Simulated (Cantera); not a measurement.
Feed: 1 mol C3H8, 0.06 mol CO2, at 75.0 Torr.

Equilibrium computed with Cantera from the NASA thermochemical tables; the gas is ideal and each condensed phase is pure. Candidate condensed phases: C, C6H6, C7H8, C8H18, H2O; 131 gas species. Ions and electrons are included (thermal ionisation). Equilibrium is a limit: real reactors are often held back by kinetics, nucleation or transport.

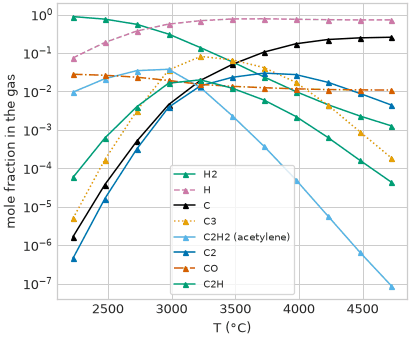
Fig. 1. Equilibrium gas composition (values under 1e-9 drawn at 1e-9)

From 2227 °C to 2977 °C the condensed part is C(graphite). From 3227 °C to 4727 °C nothing is condensed. The main C-bearing gas is CO at 2227 °C and C at 4727 °C.
